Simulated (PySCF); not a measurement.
Run report: C7H9OP, excited-state calculation

The run: excited-state calculation of C7H9OP. Method and program: TDDFT wB97X-D/def2-SVPD, vertical, gas phase, core orbitals frozen in the response (PySCF 2.14.0).

The geometry comes from this level: PBE0-D3(BJ)/def2-SVP.

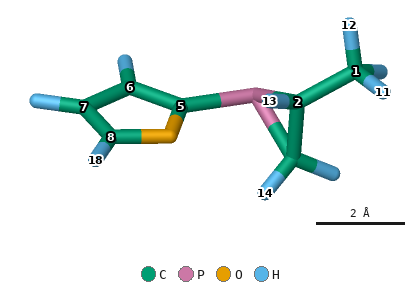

The structure as given in the input (stick view, seen at a tilt; atoms are numbered from 1 in the order of the input).

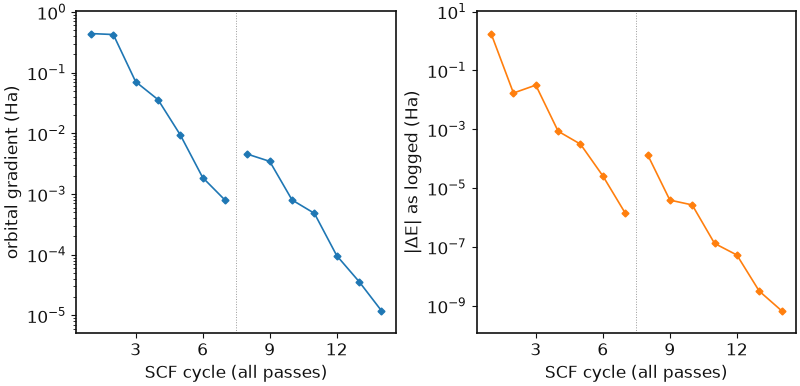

Convergence of the self-consistent field: orbital gradient and size of the energy change against the SCF cycle. The dotted line marks the change from a coarse to the final integration grid. The first 7 cycles use a coarse grid, the final grid takes over at cycle 8, and the field converges after 14 cycles in all.

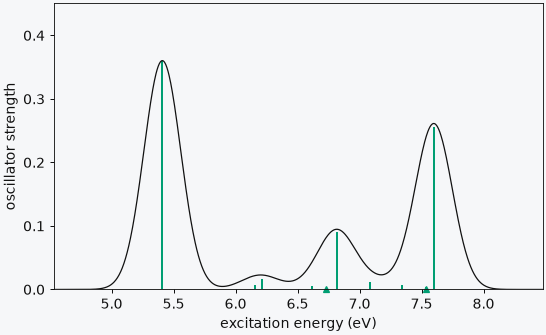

Computed excitations as sticks (degenerate states added up, dark ones marked on the axis), with a Gaussian envelope of 0.35 eV full width at half maximum, scaled to the tallest. Of the 10 states the lowest lies at 5.41 eV (f = 0.360); the strongest line is at 5.41 eV, or 229 nm (f = 0.360).

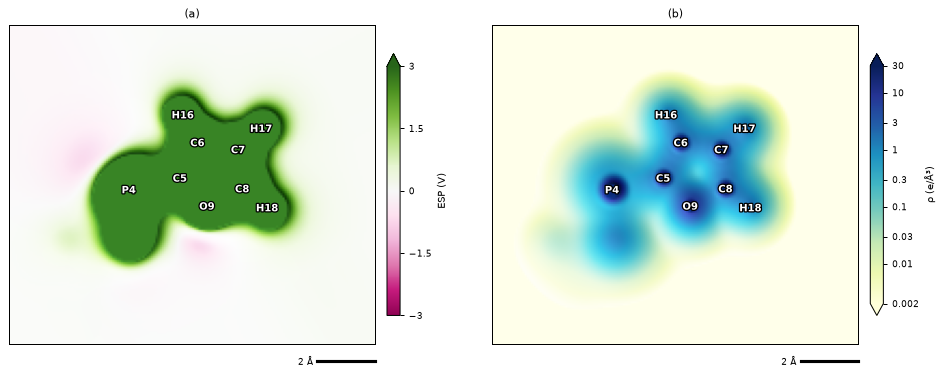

(a) molecular electrostatic potential; (b) total electron density on the plane of atoms O9, C8 and H18. The section cuts through P, C, O and H sites. C–O (1.35 Å): ρ is about 2.4 e/Å³ halfway, with its minimum of 1.9 e/Å³ about 0.5 Å from C. C–C (1.36 Å): ρ is about 2.2 e/Å³ halfway. C–P (1.82 Å): ρ at the midpoint is about 1.2 e/Å³. C–H (1.09 Å): ρ is about 2 e/Å³ halfway. C–C (1.43 Å): ρ is about 1.9 e/Å³ halfway.

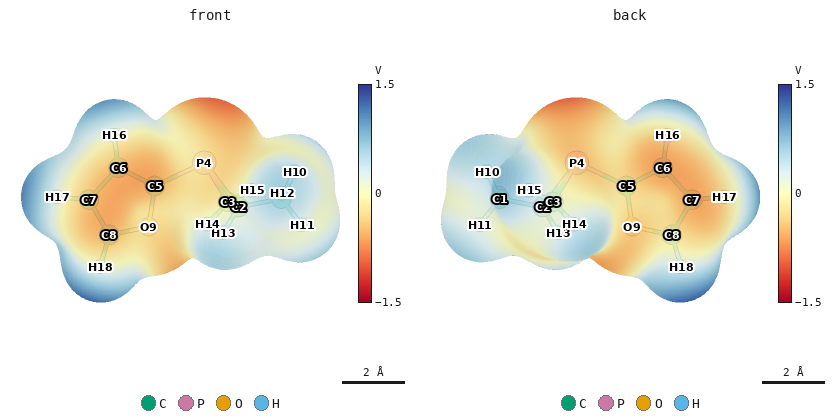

The electrostatic potential painted on the density surface at 0.002 e/bohr³, seen at a tilt and from behind; red is negative and blue positive.

The input that produced these results follows, with the program's output.

### Input file
```
{"job": {"kind": "uv", "xc": "wB97X-D", "basis": "def2-SVPD", "ip": true, "dynamic": true}, "charge": 0, "multiplicity": 1}
C      2.453481    -1.262979     0.408703
C      1.104395    -0.644092     0.151912
C      0.982606     0.823948    -0.089772
P      0.275812     0.284532     1.543412
C     -1.470042     0.078637     1.088463
C     -2.583513     0.119219     1.886643
C     -3.706474    -0.107287     1.032767
C     -3.193324    -0.268782    -0.219015
O     -1.849327    -0.159074    -0.194095
H      3.075818    -0.619344     1.050195
H      2.998680    -1.414790    -0.538077
H      2.358319    -2.238888     0.907309
H      0.411510    -1.260543    -0.431743
H      0.267353     1.162564    -0.844705
H      1.892319     1.431151    -0.022454
H     -2.591593     0.293303     2.960662
H     -4.757037    -0.144456     1.312554
H     -3.641773    -0.460172    -1.190727
```

The first line tells a small driver script what to run in PySCF; the rest is the geometry in Å.

Launched with:
```bash
OMP_NUM_THREADS=1 python <driver script> task.json out
```

### The program's output
```
coarse grid: 15896 points
cycle   1  E = -688.0786828631  dE =  1.780e+00  |g| = 4.403e-01  |ddm| = 8.183e+00
cycle   2  E = -688.0956209798  dE = -1.694e-02  |g| = 4.248e-01  |ddm| = 1.345e+00
cycle   3  E = -688.1270932753  dE = -3.147e-02  |g| = 7.089e-02  |ddm| = 5.728e-01
cycle   4  E = -688.1279453931  dE = -8.521e-04  |g| = 3.597e-02  |ddm| = 2.089e-01
cycle   5  E = -688.1282547839  dE = -3.094e-04  |g| = 9.393e-03  |ddm| = 9.578e-02
cycle   6  E = -688.1282806600  dE = -2.588e-05  |g| = 1.869e-03  |ddm| = 3.310e-02
cycle   7  E = -688.1282820701  dE = -1.410e-06  |g| = 7.947e-04  |ddm| = 7.658e-03
final grid: 149944 points
cycle   8  E = -688.2296442691  dE = -1.375e-04  |g| = 4.549e-03  |ddm| = 2.153e-01
cycle   9  E = -688.2296481491  dE = -3.880e-06  |g| = 3.456e-03  |ddm| = 2.373e-02
cycle  10  E = -688.2296508094  dE = -2.660e-06  |g| = 7.990e-04  |ddm| = 8.253e-03
cycle  11  E = -688.2296509401  dE = -1.308e-07  |g| = 4.809e-04  |ddm| = 2.403e-03
cycle  12  E = -688.2296509928  dE = -5.263e-08  |g| = 9.661e-05  |ddm| = 1.129e-03
cycle  13  E = -688.2296509959  dE = -3.128e-09  |g| = 3.610e-05  |ddm| = 3.141e-04
cycle  14  E = -688.2296509966  dE = -6.730e-10  |g| = 1.197e-05  |ddm| = 1.751e-04
converged SCF energy = -688.2296509966

Static polarisability (au): isotropic 109.896, principal 81.185 101.408 147.096

Singlet excitations
state   eV       nm        f      main configurations
  1   5.4094    229.2   0.36032   H->L 0.96
  2   6.1583    201.3   0.00657   H-1->L 0.43, H->L+1 0.35
  3   6.2164    199.4   0.01646   H-1->L 0.49, H->L+1 0.32
  4   6.6128    187.5   0.00515   H->L+2 0.77, H->L+1 0.10
  5   6.7317    184.2   0.00045   H-2->L 0.27, H-3->L 0.23, H->L+6 0.18
  6   6.8147    181.9   0.09015   H->L+3 0.36, H-2->L 0.26, H-1->L+1 0.19
  7   7.0870    174.9   0.01150   H->L+3 0.41, H-3->L 0.17, H-2->L 0.11
  8   7.3392    168.9   0.00769   H->L+4 0.57, H->L+7 0.17
  9   7.5397    164.4   0.00428   H->L+5 0.49, H->L+6 0.14
 10   7.6012    163.1   0.25570   H-1->L+1 0.33, H-2->L 0.17, H-4->L 0.14

Triplet excitations (Tamm-Dancoff, eV): 3.7554 5.1492 5.4009 5.5589
Vertical ionisation energy (delta-SCF) = 8.0932 eV
```

### Results in brief

```csv
quantity,value
outcome,converged
total energy,−688.229651 hartree
HOMO,−8.03 eV
LUMO,1.31 eV
dipole moment,1.11 D
mean polarisability,109.90 a.u.
vertical ionisation energy,8.09 eV
lowest singlet excitation,5.41 eV
hardware,"1 CPU thread, shared host"
wall time,2.8 min
peak memory,1.2 GiB
```
